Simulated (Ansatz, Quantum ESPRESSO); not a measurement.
# SrZrTe3 (Pm-3m): zone-centre phonons, part 2 of 3

Aim: the zone-centre modes of SrZrTe3 (Pm-3m).

Quantum ESPRESSO 8.0 development, patched; DFT LDA, scalar-relativistic, plane waves, PseudoDojo norm-conserving pseudopotentials.

So far. Step 2 (A first look): No gap opens on this mesh, so smearing is kept; the start stands at -4.0 GPa. Step 4 (Self-consistent run for the response): The cell stands at 0.0030 GPa, close enough for phonons. The relaxed cell has a = 5.520 Å (conventional setting).

The structure was built from a prototype and need not be the compound's stable phase.

## (5) Zone-centre response

At q = 0 one unit cell holds all displacements; symmetry groups them into irreducible representations that are solved one by one. With smeared occupations no response to a homogeneous field can be asked.

The input, ph.in:

```
phonons
 &inputph
    prefix='x',
    outdir='./tmp',
    fildyn='g.dyn',
    tr2_ph=1.0d-18,
    alpha_mix(1)=0.4,
    nmix_ph=8,
 /
0.000000000000 0.000000000000 0.000000000000
```

Command:

```bash
$ OMP_NUM_THREADS=1 mpirun -n 4 ph.x -nk 4 -in ph.in > ph.out
```

Output:

```text
[banners, grids, parts of the stress and lines that vanish by symmetry left out]
[banner, memory and clock lines left out]
Program PHONON v.8.0dev

     Dynamical matrices for q-points given in input
     (   1q-points):
       N         xq(1)         xq(2)         xq(3)
       1   0.000000000   0.000000000   0.000000000

     ./tmp/x.save/

     IMPORTANT: XC functional enforced from input :
     Exchange-correlation= PW
                           (   1   4   0   0   0   0   0)
     Any further DFT definition will be discarded
     Please, verify this is what you really want

     G-vector sticks info

     Reading collected, re-writing distributed wavefunctions in ./tmp/

     Number and degeneracy of irreps per q-point
       N         xq(1)         xq(2)         xq(3)   N irreps
       1   0.000000000   0.000000000   0.000000000       5
        3   3   3   3   3

     Calculation of q =    0.0000000   0.0000000   0.0000000

     phonons

     bravais-lattice index     =            1
     lattice parameter (alat)  =      10.4307  a.u.
     unit-cell volume          =    1134.8520 (a.u.)^3
     number of atoms/cell      =            5
     number of atomic types    =            3
     kinetic-energy cut-off    =      82.0000  Ry
     charge density cut-off    =     328.0000  Ry
     convergence threshold     =      1.0E-18
     beta                      =       0.4000
     number of iterations used =            8
     Exchange-correlation= PW
                           (   1   4   0   0   0   0   0)

     celldm(1)=   10.43069  celldm(2)=    0.00000  celldm(3)=    0.00000
     celldm(4)=    0.00000  celldm(5)=    0.00000  celldm(6)=    0.00000

     crystal axes: (cart. coord. in units of alat)
               a(1) = (  1.0000  0.0000  0.0000 )
               a(2) = (  0.0000  1.0000  0.0000 )
               a(3) = (  0.0000  0.0000  1.0000 )

     reciprocal axes: (cart. coord. in units 2 pi/alat)
               b(1) = (  1.0000  0.0000  0.0000 )
               b(2) = (  0.0000  1.0000  0.0000 )
               b(3) = (  0.0000  0.0000  1.0000 )

     Atoms inside the unit cell:

     Cartesian axes

     site n.  atom      mass           positions (alat units)
        1  Sr     87.6200   tau(    1) = (    0.00000    0.00000    0.00000  )
        2  Zr     91.2240   tau(    2) = (    0.50000    0.50000    0.50000  )
        3  Te    127.6000   tau(    3) = (    0.50000    0.50000    0.00000  )
        4  Te    127.6000   tau(    4) = (    0.50000    0.00000    0.50000  )
        5  Te    127.6000   tau(    5) = (    0.00000    0.50000    0.50000  )

     Computing dynamical matrix for
                    q = (   0.0000000   0.0000000   0.0000000 )

     49 Sym.Ops. (with q -> -q+G )

     G cutoff =  903.9414  ( 113705 G-vectors)     FFT grid: ( 64, 64, 64)

     number of k points=    20  Marzari-Vanderbilt smearing, width (Ry)=  0.0200
                       cart. coord. in units 2pi/alat
        k(    1) = (   0.0000000   0.0000000   0.0000000), wk =   0.0092593
        k(    2) = (   0.0000000   0.0000000   0.1666667), wk =   0.0555556
        k(    3) = (   0.0000000   0.0000000   0.3333333), wk =   0.0555556
        [... further k-points left out ...]

     PseudoPot. # 1 for Sr read from file:
     ./pseudo/Sr.upf
     Pseudo is Norm-conserving + core correction, Zval = 10.0
     Using radial grid of 1812 points,  6 beta functions with:
                l(1) =   0
                l(2) =   0
                l(3) =   1
                l(4) =   1
                l(5) =   2
                l(6) =   2

     PseudoPot. # 2 for Zr read from file:
     ./pseudo/Zr.upf
     Pseudo is Norm-conserving + core correction, Zval = 12.0
     Using radial grid of 1584 points,  6 beta functions with:
                l(1) =   0
                l(2) =   0
                l(3) =   1
                l(4) =   1
                l(5) =   2
                l(6) =   2

     PseudoPot. # 3 for Te read from file:
     ./pseudo/Te.upf
     Pseudo is Norm-conserving + core correction, Zval = 16.0
     Using radial grid of 1278 points,  6 beta functions with:
                l(1) =   0
                l(2) =   0
                l(3) =   1
                l(4) =   1
                l(5) =   2
                l(6) =   2

     Mode symmetry, O_h (m-3m)  point group:

     Atomic displacements:
     There are    5 irreducible representations

     Representation     1      3 modes -  To be done

     Representation     2      3 modes -  To be done

     Representation     3      3 modes -  To be done

     Representation     4      3 modes -  To be done

     Representation     5      3 modes -  To be done

     Alpha used in Ewald sum =   2.8000

     Representation #   1 modes #   1   2   3

     Self-consistent Calculation

     The passes end when |ddv_scf|^2 is under  2.1E-20 (on this mesh; tr2_ph alone asks  1.0E-18)
      iter #   1   av.it.:   8.1
      thresh= 1.000E-02 alpha_mix =  0.400 |ddv_scf|^2 =  6.757E-07
      iter #   2   av.it.:  14.8
      thresh= 8.220E-05 alpha_mix =  0.400 |ddv_scf|^2 =  4.245E-08
      iter #   3   av.it.:  14.7
      thresh= 2.060E-05 alpha_mix =  0.400 |ddv_scf|^2 =  7.985E-10
      iter #   4   av.it.:  15.3
      thresh= 2.826E-06 alpha_mix =  0.400 |ddv_scf|^2 =  7.549E-11
      iter #   5   av.it.:  15.4
      thresh= 8.689E-07 alpha_mix =  0.400 |ddv_scf|^2 =  6.030E-12
      iter #   6   av.it.:  15.4
      thresh= 2.456E-07 alpha_mix =  0.400 |ddv_scf|^2 =  6.379E-14
      iter #   7   av.it.:  15.9
      thresh= 2.526E-08 alpha_mix =  0.400 |ddv_scf|^2 =  3.338E-15
      iter #   8   av.it.:  15.7
      thresh= 5.778E-09 alpha_mix =  0.400 |ddv_scf|^2 =  2.084E-16
      iter #   9   av.it.:  15.6
      thresh= 1.444E-09 alpha_mix =  0.400 |ddv_scf|^2 =  1.647E-17
      iter #  10   av.it.:  15.6
      thresh= 4.059E-10 alpha_mix =  0.400 |ddv_scf|^2 =  7.690E-19
      iter #  11   av.it.:  15.7
      thresh= 8.769E-11 alpha_mix =  0.400 |ddv_scf|^2 =  1.118E-20

     End of self-consistent calculation

     Convergence has been achieved

     Representation #   2 modes #   4   5   6

     Self-consistent Calculation

     The passes end when |ddv_scf|^2 is under  2.1E-20 (on this mesh; tr2_ph alone asks  1.0E-18)
      iter #   1   av.it.:   6.5
      thresh= 1.000E-02 alpha_mix =  0.400 |ddv_scf|^2 =  3.942E-07
      iter #   2   av.it.:  14.1
      thresh= 6.278E-05 alpha_mix =  0.400 |ddv_scf|^2 =  2.759E-08
      iter #   3   av.it.:  14.2
      thresh= 1.661E-05 alpha_mix =  0.400 |ddv_scf|^2 =  5.251E-10
[...]
End of self-consistent calculation

     Convergence has been achieved

     Representation #   3 modes #   7   8   9

     Self-consistent Calculation

     The passes end when |ddv_scf|^2 is under  2.1E-20 (on this mesh; tr2_ph alone asks  1.0E-18)
[...]
End of self-consistent calculation

     Convergence has been achieved

     Representation #   4 modes #  10  11  12

     Self-consistent Calculation

     The passes end when |ddv_scf|^2 is under  2.1E-20 (on this mesh; tr2_ph alone asks  1.0E-18)
[...]
End of self-consistent calculation

     Convergence has been achieved

     Representation #   5 modes #  13  14  15

     Self-consistent Calculation

     The passes end when |ddv_scf|^2 is under  2.1E-20 (on this mesh; tr2_ph alone asks  1.0E-18)
[...]
iter #   4   av.it.:  15.2
      thresh= 1.469E-06 alpha_mix =  0.400 |ddv_scf|^2 =  9.250E-13
      iter #   5   av.it.:  14.7
      thresh= 9.618E-08 alpha_mix =  0.400 |ddv_scf|^2 =  1.111E-13
      iter #   6   av.it.:  14.9
      thresh= 3.334E-08 alpha_mix =  0.400 |ddv_scf|^2 =  3.743E-15
      iter #   7   av.it.:  15.4
      thresh= 6.118E-09 alpha_mix =  0.400 |ddv_scf|^2 =  4.661E-17
      iter #   8   av.it.:  15.2
      thresh= 6.827E-10 alpha_mix =  0.400 |ddv_scf|^2 =  2.624E-18
      iter #   9   av.it.:  15.7
      thresh= 1.620E-10 alpha_mix =  0.400 |ddv_scf|^2 =  5.790E-20
      iter #  10   av.it.:  15.8
      thresh= 2.406E-11 alpha_mix =  0.400 |ddv_scf|^2 =  2.711E-22

     End of self-consistent calculation

     Convergence has been achieved

     Number of q in the star =    1
     List of q in the star:
          1   0.000000000   0.000000000   0.000000000

     Diagonalizing the dynamical matrix

     q = (    0.000000000   0.000000000   0.000000000 )

 **************************************************************************
     freq (    1) =      -1.853062 [THz] =     -61.811482 [cm-1]
     freq (    2) =      -1.853062 [THz] =     -61.811482 [cm-1]
     freq (    3) =      -1.853062 [THz] =     -61.811482 [cm-1]
     freq (    4) =      -1.357022 [THz] =     -45.265390 [cm-1]
     freq (    5) =      -1.357022 [THz] =     -45.265390 [cm-1]
     freq (    6) =      -1.357022 [THz] =     -45.265390 [cm-1]
     freq (    7) =      -0.213242 [THz] =      -7.112984 [cm-1]
     freq (    8) =      -0.213242 [THz] =      -7.112984 [cm-1]
     freq (    9) =      -0.213242 [THz] =      -7.112984 [cm-1]
     freq (   10) =      -0.016093 [THz] =      -0.536817 [cm-1]
     freq (   11) =      -0.016093 [THz] =      -0.536817 [cm-1]
     freq (   12) =      -0.016093 [THz] =      -0.536817 [cm-1]
     freq (   13) =       6.559974 [THz] =     218.817189 [cm-1]
     freq (   14) =       6.559974 [THz] =     218.817189 [cm-1]
     freq (   15) =       6.559974 [THz] =     218.817189 [cm-1]
 **************************************************************************

     Mode symmetry, O_h (m-3m)  point group:

     freq (   1-   3) =        -61.8  [cm-1]   --> T_1u G_15  G_4- I
     freq (   4-   6) =        -45.3  [cm-1]   --> T_2u G_25  G_5-
     freq (   7-   9) =         -7.1  [cm-1]   --> T_1u G_15  G_4- I
     freq (  10-  12) =         -0.5  [cm-1]   --> T_1u G_15  G_4- I
     freq (  13-  15) =        218.8  [cm-1]   --> T_1u G_15  G_4- I
```

Elapsed: 45 min, on 4 MPI ranks of Arm Neoverse V1, shared host.

Numbers from this step:

* largest acoustic frequency at the zone centre before the sum rule: -0.54 cm⁻¹
* highest optical zone-centre mode (no LO-TO term): 218.8 cm⁻¹
* lowest optical zone-centre mode: -61.81 cm⁻¹

The acoustic modes at Γ come out as far as 0.5 cm⁻¹ from zero, where they should vanish, a small numerical error. The lowest optical mode is imaginary, 62i cm⁻¹, an instability at this level and on this k mesh.

## (6) Zone-centre analysis

A rigid shift of the crystal must cost nothing, but grids and finite bases break this; the acoustic sum rule is imposed before the matrix is diagonalised again.

The input, dynmat.in:

```
 &input
    fildyn='g.dyn',
    asr='simple',
    fileig='dynmat.eig',
 /
```

Command:

```bash
$ dynmat.x -in dynmat.in > dynmat.out
```

Output:

```text
[banner, memory and clock lines left out]
Program DYNMAT v.8.0dev

     Reading Dynamical Matrix from file g.dyn
     ...Force constants read
     ...epsilon and Z* not read (not found on file)
     A direction for q was not specified:TO-LO splitting will be absent

     Polarizability (A^3 units)
     multiply by 1.000000 for Clausius-Mossotti correction (not under assume_isolated = 'mt')
         0.000000    0.000000    0.000000
         0.000000    0.000000    0.000000
         0.000000    0.000000    0.000000

     IR activities are in (D/A)^2/amu units

# mode   [cm-1]    [THz]      IR
    1    -61.82   -1.8532    0.0000
    2    -61.82   -1.8532    0.0000
    3    -61.82   -1.8532    0.0000
    4    -45.26   -1.3569    0.0000
    5    -45.26   -1.3569    0.0000
    6    -45.26   -1.3569    0.0000
    7     -7.09   -0.2126    0.0000
    8     -7.09   -0.2126    0.0000
    9     -7.09   -0.2126    0.0000
   10     -0.00   -0.0000    0.0000
   11      0.00    0.0000    0.0000
   12      0.00    0.0000    0.0000
   13    218.82    6.5600    0.0000
   14    218.82    6.5600    0.0000
   15    218.82    6.5600    0.0000

[end of the log left out, with the tail of the file of modes that dynmat.x writes under the same name]
```

Wall time 0.48 s (1 thread).

Read from the output:

| Item | Value |
| --- | --- |
| lowest optical zone-centre mode | -61.82 cm⁻¹ |

Unit eigenvectors of the mass-weighted matrix after the sum rule; no LO-TO term. Modes at Γ, with each element's share of the kinetic energy (negative means imaginary):

```csv
mode,frequency (cm⁻¹),Sr %,Zr %,Te %
1,-61.8,83,1,15
2,-61.8,83,1,15
3,-61.8,83,1,15
4,-45.3,0,0,100
5,-45.3,0,0,100
6,-45.3,0,0,100
7,-7.1,1,44,55
8,-7.1,1,44,55
9,-7.1,1,44,55
10,0.0,16,16,68
11,0.0,16,16,68
12,0.0,16,16,68
13,218.8,0,38,62
14,218.8,0,38,62
15,218.8,0,38,62
```

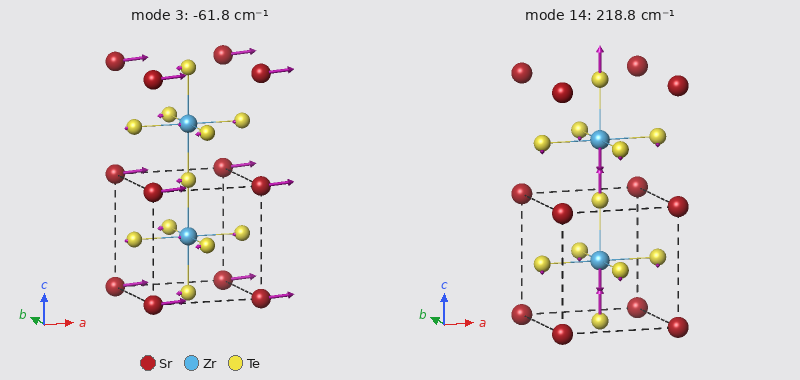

Displacement patterns of modes 3 and 14 at Γ; arrows are exaggerated. 1×1×2 cells are drawn. Some periodic images of atoms are drawn too.

The rule moves no optical mode by more than 0.1 cm⁻¹.

## (7) Sum rules set otherwise: a sum rule for molecules or wires on a crystal

This rule also removes rotations, which suits molecules and not a crystal; it is tried to see the harm.

The input, dynmat.in:

```
 &input
    fildyn='g.dyn',
    asr='zero-dim',
    fileig='dynmat.eig',
 /
```

Command:

```bash
$ dynmat.x -in dynmat.in > dynmat.out
```

Output:

```text
[banner, memory and clock lines left out]
Program DYNMAT v.8.0dev

     Reading Dynamical Matrix from file g.dyn
     ...Force constants read
     ...epsilon and Z* not read (not found on file)
     Warning: this looks like a crystal, not a molecule in a box: use asr = 'crystal'
     Acoustic Sum Rule: || Z*(ASR) - Z*(orig)|| =    0.000000E+00
     Acoustic Sum Rule: ||dyn(ASR) - dyn(orig)||=    1.257510E-01
     A direction for q was not specified:TO-LO splitting will be absent

     Polarizability (A^3 units)
     multiply by 1.000000 for Clausius-Mossotti correction (not under assume_isolated = 'mt')
         0.000000    0.000000    0.000000
         0.000000    0.000000    0.000000
         0.000000    0.000000    0.000000

     IR activities are in (D/A)^2/amu units

# mode   [cm-1]    [THz]      IR
    1    -61.81   -1.8531    0.0000
    2    -51.81   -1.5531    0.0000
    3    -51.81   -1.5531    0.0000
    4    -33.60   -1.0072    0.0000
    5    -33.60   -1.0072    0.0000
    6     -7.11   -0.2132    0.0000
    7     -0.00   -0.0000    0.0000
    8     -0.00   -0.0000    0.0000
    9     -0.00   -0.0000    0.0000
   10      0.00    0.0000    0.0000
   11      0.00    0.0000    0.0000
   12      0.00    0.0000    0.0000
   13    218.82    6.5600    0.0000
   14    219.89    6.5922    0.0000
   15    219.89    6.5922    0.0000

[end of the log left out, with the tail of the file of modes that dynmat.x writes under the same name]
```

The job ended after 0.45 s (1 thread).

The program raised no error, yet the settings are not those of a careful run.

The fault: a sum rule for molecules or wires on a crystal; 3 optical modes are projected out to zero frequency, as if they were rotations.

For a crystal the rule has to be 'simple' or 'crystal'.

Zone-centre frequencies as printed; negative means imaginary. Modes:

```csv
mode,frequency (cm⁻¹)
1,-61.81
2,-51.81
3,-51.81
4,-33.6
5,-33.6
6,-7.11
7,0
8,0
9,0
10,0
11,0
12,0
13,218.8
14,219.9
15,219.9
```

## (8) Sum rules set otherwise (asr crystal)

The rule can be imposed in more than one way; the choices should agree where the raw error is small.

The input, dynmat.in:

```
 &input
    fildyn='g.dyn',
    asr='crystal',
    fileig='dynmat.eig',
 /
```

Command:

```bash
$ dynmat.x -in dynmat.in > dynmat.out
```

Output:

```text
[banner, memory and clock lines left out]
Program DYNMAT v.8.0dev

     Reading Dynamical Matrix from file g.dyn
     ...Force constants read
     ...epsilon and Z* not read (not found on file)
     Acoustic Sum Rule: || Z*(ASR) - Z*(orig)|| =    0.000000E+00
     Acoustic Sum Rule: ||dyn(ASR) - dyn(orig)||=    1.667260E-05
     A direction for q was not specified:TO-LO splitting will be absent

     Polarizability (A^3 units)
     multiply by 1.000000 for Clausius-Mossotti correction (not under assume_isolated = 'mt')
         0.000000    0.000000    0.000000
         0.000000    0.000000    0.000000
         0.000000    0.000000    0.000000

     IR activities are in (D/A)^2/amu units

# mode   [cm-1]    [THz]      IR
    1    -61.81   -1.8531    0.0000
    2    -61.81   -1.8531    0.0000
    3    -61.81   -1.8531    0.0000
    4    -45.27   -1.3570    0.0000
    5    -45.27   -1.3570    0.0000
    6    -45.27   -1.3570    0.0000
    7     -7.11   -0.2132    0.0000
    8     -7.11   -0.2132    0.0000
    9     -7.11   -0.2132    0.0000
   10     -0.00   -0.0000    0.0000
   11     -0.00   -0.0000    0.0000
   12      0.00    0.0000    0.0000
   13    218.82    6.5600    0.0000
   14    218.82    6.5600    0.0000
   15    218.82    6.5600    0.0000

[end of the log left out, with the tail of the file of modes that dynmat.x writes under the same name]
```

The job ended after 0.45 s (1 thread).

This step gave:

* lowest optical zone-centre mode: -61.81 cm⁻¹

Zone-centre frequencies as printed; negative means imaginary. Modes:

```csv
mode,frequency (cm⁻¹)
1,-61.81
2,-61.81
3,-61.81
4,-45.27
5,-45.27
6,-45.27
7,-7.11
8,-7.11
9,-7.11
10,0
11,0
12,0
13,218.8
14,218.8
15,218.8
```

Against the first rule no mode moves by more than 0.1 cm⁻¹.

[end of part 2 of 3]

[Host names and launcher messages were left out of these logs when they were recorded.]

[Logs are printed without paths, hosts, clocks, repeated set-up lines and the standing remarks that a program may print on its own settings, such as how far it seeks lower states.]

[Hosts, paths, dates, database ids (printed as entryN), source tags and the programs' standing remarks are cut or masked in the printed files.]
